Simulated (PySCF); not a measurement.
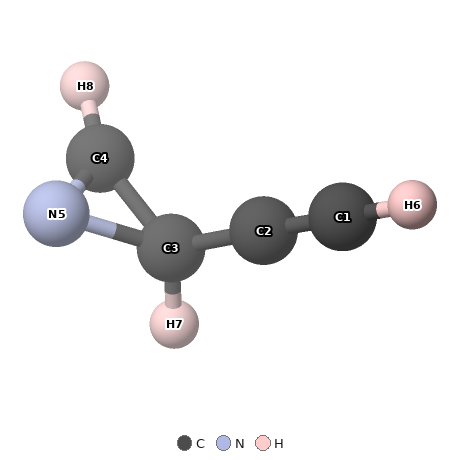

C₄H₃N, SMILES C#C[C@@H]1C=N1. Simulated ¹H spectrum at 500 MHz, line width 1.0 Hz, from GIAO shifts (B97-2/pcSseg-2, against TMS) and couplings (B3LYP/pcJ-1), PySCF 2.14.0, at a PBE0-D3(BJ)/def2-SVP geometry (no frequency check). Gas phase, values of one conformer, averaged over methyl-type rotors and exact or near symmetry; couplings among ¹H are treated exactly, other nuclei are left out. The upper panels enlarge each group of lines, each scaled alone.

Question: Give the shifts and couplings that make up the spectrum.

Answer:
| δ (ppm) | nuclei | atoms |
| --- | --- | --- |
| 9.87 | 1 | H8 |
| 2.21 | 1 | H7 |
| 1.48 | 1 | H6 |


| pair | J (Hz) |
| --- | --- |
| H8–H7 | −2.6 |
| H7–H6 | −2.4 |
| H8–H6 | −1.3 |

Not listed: couplings under 0.5 Hz, those between magnetically equivalent nuclei.

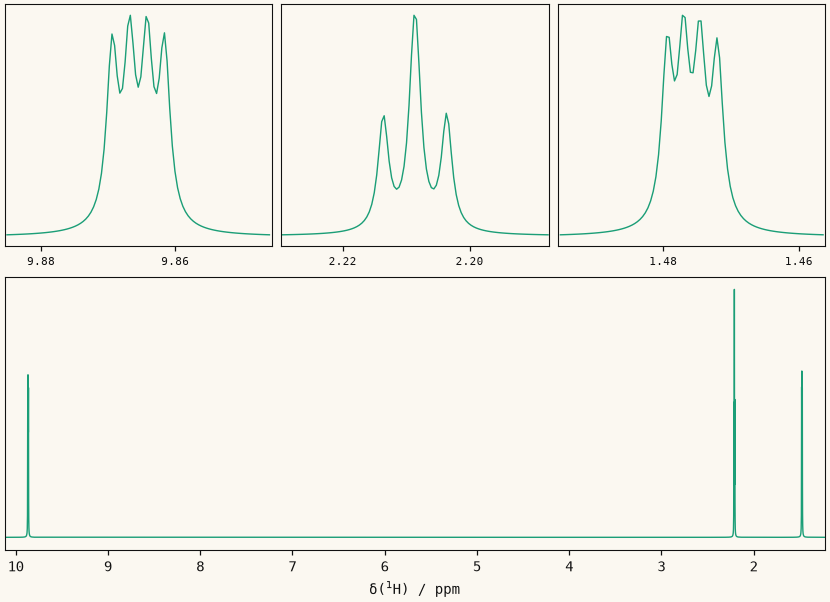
